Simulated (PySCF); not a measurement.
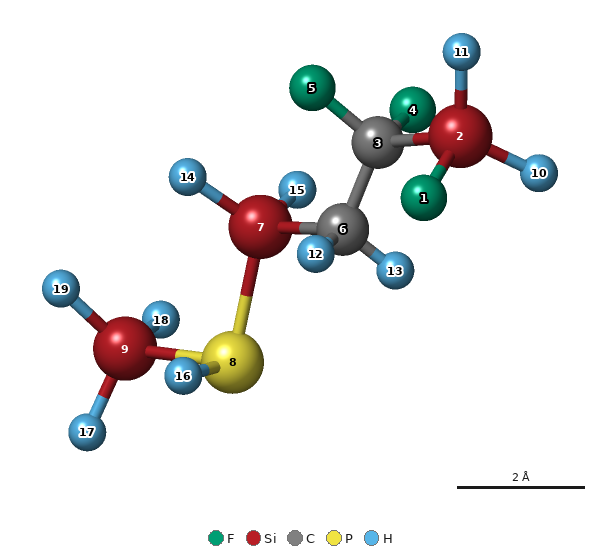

*The input geometry (ball-and-stick view, seen at a tilt; atoms are numbered from 1 in the order of the input).*

## NMR shielding calculation, with input and output: C$_{2}$H$_{10}$F$_{3}$PSi$_{3}$

C$_{2}$H$_{10}$F$_{3}$PSi$_{3}$, SMILES F[SiH2]C(F)(F)C[SiH2]P[SiH3], computed with GIAO PBE0/pcSseg-1 NMR shielding, non-relativistic, gas phase (PySCF 2.14.0).

The geometry comes from this level: GFN2-xTB. It belongs to a series of runs on one base structure; here: SiH2 inserted into a F-C bond. Figures and captions count atoms from 1; the log counts them from 0 in places.

### Output
```
coarse grid: 18128 points
cycle   1  E = -1590.4996928392  dE =  6.416e-01  |g| = 8.542e-01  |ddm| = 3.905e+00
cycle   2  E = -1590.3592059461  dE =  1.405e-01  |g| = 1.305e+00  |ddm| = 1.383e+00
cycle   3  E = -1590.6219748013  dE = -2.628e-01  |g| = 8.036e-02  |ddm| = 8.612e-01
cycle   4  E = -1590.6229837787  dE = -1.009e-03  |g| = 4.017e-02  |ddm| = 9.886e-02
cycle   5  E = -1590.6233401401  dE = -3.564e-04  |g| = 6.585e-03  |ddm| = 3.872e-02
cycle   6  E = -1590.6233489938  dE = -8.854e-06  |g| = 2.327e-03  |ddm| = 8.393e-03
final grid: 158656 points
cycle   7  E = -1590.6931005568  dE = -4.324e-05  |g| = 8.167e-03  |ddm| = 2.516e-02
cycle   8  E = -1590.6930874764  dE =  1.308e-05  |g| = 1.176e-02  |ddm| = 1.606e-02
cycle   9  E = -1590.6931143401  dE = -2.686e-05  |g| = 7.929e-04  |ddm| = 8.831e-03
cycle  10  E = -1590.6931144301  dE = -9.003e-08  |g| = 3.067e-04  |ddm| = 9.705e-04
cycle  11  E = -1590.6931144500  dE = -1.984e-08  |g| = 5.238e-05  |ddm| = 3.367e-04
cycle  12  E = -1590.6931144505  dE = -5.134e-10  |g| = 1.982e-05  |ddm| = 6.137e-05
```

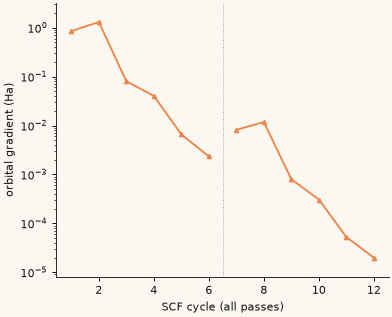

*Convergence of the self-consistent field: orbital gradient against the SCF cycle. The dotted line marks the change from a coarse to the final integration grid.*

The first 6 cycles use a coarse grid, the final grid takes over at cycle 7, and the field converges after 12 cycles in all.

```
converged SCF energy = -1590.6931144505

GIAO shielding tensors (ppm)
atom      isotropic    diamagn.    paramagn.     s11        s22        s33       span
  0 F      401.348     470.006     -68.658    375.837    388.333    439.875     64.038
  1 Si     354.701     876.977    -522.276    314.906    352.095    397.101     82.195
  2 C       54.056     243.746    -189.690     37.408     54.360     70.401     32.993
  3 F      297.073     477.095    -180.022    175.562    318.374    397.284    221.723
  4 F      289.697     477.461    -187.765    175.429    324.808    368.853    193.424
  5 C      159.543     257.413     -97.871    139.523    149.349    189.755     50.232
  6 Si     402.245     882.232    -479.987    361.895    408.846    435.993     74.098
  7 P      653.701     970.572    -316.871    590.559    627.711    742.833    152.274
  8 Si     432.626     879.584    -446.958    398.272    433.617    465.988     67.716
  9 H       26.755      27.922      -1.167     23.763     25.089     31.413      7.650
 10 H       26.590      26.892      -0.302     23.163     24.931     31.677      8.514
 11 H       29.824      34.859      -5.034     24.667     31.119     33.687      9.020
 12 H       30.254      34.850      -4.597     25.256     30.840     34.665      9.409
 13 H       26.871      31.321      -4.450     21.764     27.358     31.492      9.728
 14 H       27.145      31.252      -4.108     22.253     27.633     31.547      9.295
 15 H       31.461      32.630      -1.168     24.927     28.929     40.528     15.602
 16 H       27.500      28.112      -0.612     23.477     25.024     33.998     10.521
 17 H       27.753      28.720      -0.966     24.202     25.645     33.413      9.211
 18 H       27.517      28.367      -0.849     23.310     26.054     33.188      9.878
```

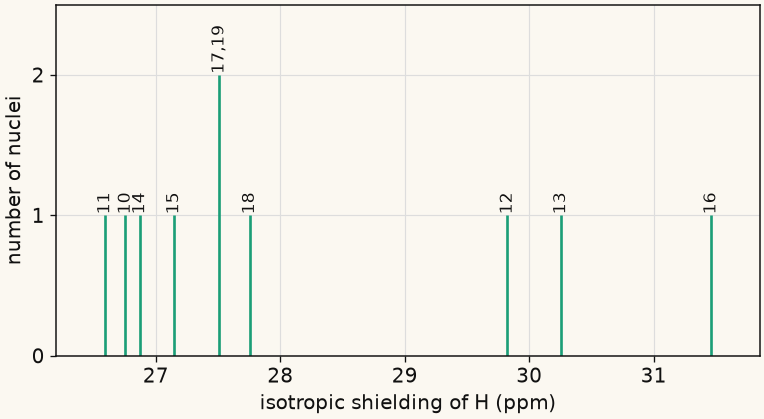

*Isotropic shieldings of the hydrogen nuclei in this fixed geometry, labelled by atom number; shielding grows to the right, so chemical shift grows to the left.*

The least shielded is H11 (26.6 ppm), the most shielded H16 (31.5 ppm).

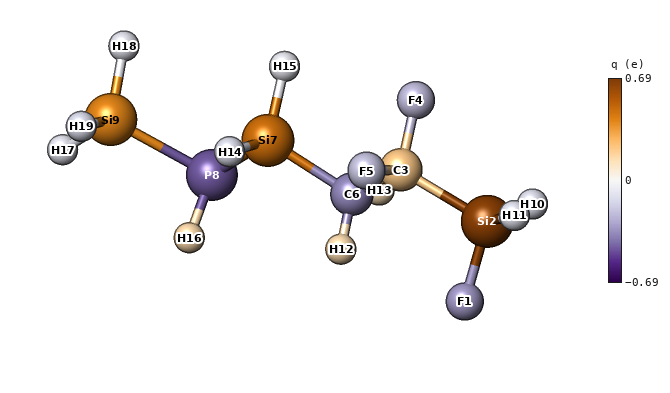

*ESP-fitted charges, as the colour of each atom (ball-and-stick view, seen at a tilt; atoms are numbered from 1 in the order of the input).*

By element: F −0.31 to −0.20, Si +0.40 to +0.65, C −0.36 to +0.21, P −0.46 and H −0.12 to +0.15 e.

This output came from the following input.

### Input
```
{"job": {"kind": "nmr", "xc": "PBE0", "basis": "pcSseg-1"}, "charge": 0, "multiplicity": 1}
F      3.854775    -1.180738    -0.529108
Si     3.814245     0.300344     0.096322
C      1.987342     0.511337     0.708414
F      1.742253     1.847565     0.943512
F      1.861279    -0.062268     1.955240
C      0.918459    -0.039111    -0.208669
Si    -0.831565     0.196153     0.525807
P     -2.233520    -0.406138    -1.107977
Si    -4.177146    -0.345637    -0.025702
H      4.054472     1.214822    -1.003578
H      4.725225     0.303463     1.221975
H      1.133098    -1.093962    -0.379542
H      1.000316     0.470799    -1.168995
H     -0.947011    -0.593608     1.756871
H     -1.067756     1.612047     0.810051
H     -2.037731    -1.764443    -0.966460
H     -5.155794    -1.013902    -0.882549
H     -4.514147     1.063719     0.158278
H     -4.136598    -1.011192     1.278249
```

The first line tells a small driver script what to run in PySCF; the rest is the geometry in Å.

Command:
```bash
OMP_NUM_THREADS=1 python <driver script> task.json out
```

### Results in brief

- outcome: converged
- total energy: −1590.693114 hartree
- HOMO: −7.38 eV
- LUMO: −0.30 eV
- dipole moment: 0.67 D
- isotropic shielding, F: 289.7 to 401.3 ppm
- isotropic shielding, Si: 354.7 to 432.6 ppm
- isotropic shielding, C: 54.1 to 159.5 ppm
- isotropic shielding, P: 653.7 ppm
- isotropic shielding, H: 26.6 to 31.5 ppm
- hardware: 1 CPU thread, shared host
- wall time: 43 s
- peak memory: 1 GiB
